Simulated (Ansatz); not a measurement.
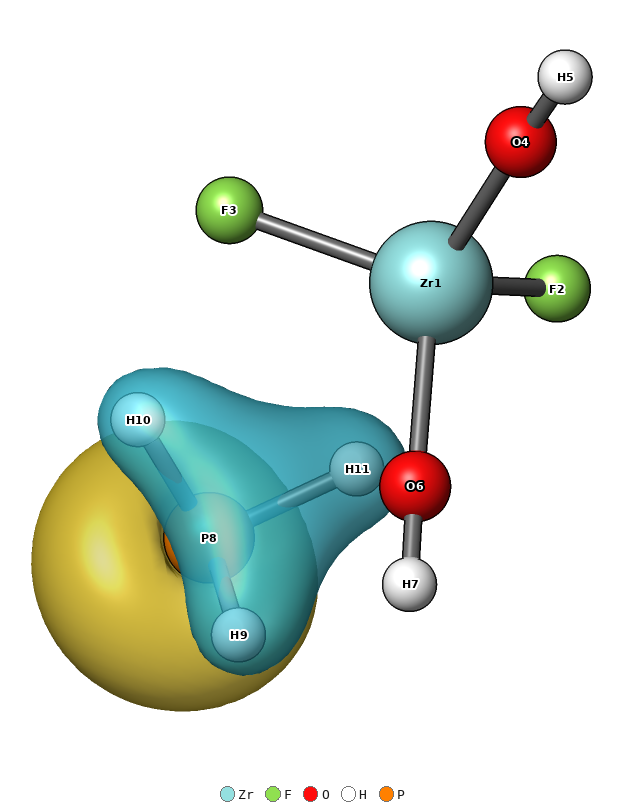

Figure. F$_{2}$H$_{2}$O$_{2}$Zr···PH$_{3}$. The HOMO at ±0.15 Å⁻³ᐟ² (yellow and cyan are the two phases), seen at an oblique angle.

Core potentials replace the inner electrons of Zr.

Level of theory: RHF/def2-SVP in Ansatz.

```yaml
atoms:
  - { symbol: Zr, position_ang: [-0.4519, 0.1543, -0.1368] }
  - { symbol: F, position_ang: [-0.2147, 0.2723, 1.7662] }
  - { symbol: F, position_ang: [1.2820, 0.0519, -0.9593] }
  - { symbol: O, position_ang: [-1.3447, 1.7325, -0.7535] }
  - { symbol: H, position_ang: [-1.8174, 2.4790, -1.0739] }
  - { symbol: O, position_ang: [-1.4523, -1.4243, -0.5587] }
  - { symbol: H, position_ang: [-1.9754, -2.1719, -0.7853] }
  - { symbol: P, position_ang: [2.4093, -3.0792, 1.7103] }
  - { symbol: H, position_ang: [1.2312, -3.6137, 1.1385] }
  - { symbol: H, position_ang: [2.7202, -2.2445, 0.6146] }
  - { symbol: H, position_ang: [1.7534, -2.0780, 2.4605] }
```

### What is the character of this orbital?

Its weight (Hirshfeld) is mainly on P8 (about 80 %); largely a lone pair of P8. Its energy is −10.25 eV.
